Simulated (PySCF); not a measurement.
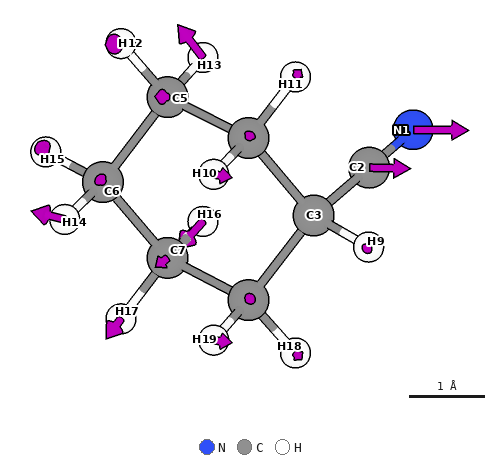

A relaxation of C$_{7}$H$_{11}$N. The starting structure is drawn; purple arrows show the displacements, magnified 10 times. The two geometries are superimposed by the best rigid fit.

Style: ball-and-stick. Shown at a tilt.

The start comes from GFN2-xTB.

Method: PBE0-D3(BJ)/def2-SVP geometry optimisation, gas phase (PySCF). 

### What did the optimiser do to the structure, and how much energy did it gain?

After 3 geometry steps the energy has fallen by 1.38 kcal/mol. Largest force component: 1.8 eV/Å at the start, 0.0097 eV/Å at the end. The atom that moves furthest after the best rigid fit is the N atom (0.076 Å). By element the largest moves are N 0.076 Å, H 0.061 Å, C 0.057 Å. Some distances before and after: C–C 1.444 → 1.465 Å, C–N 1.144 → 1.158 Å, C–H 1.093 → 1.105 Å. The run took roughly 40 core-seconds on a shared host.
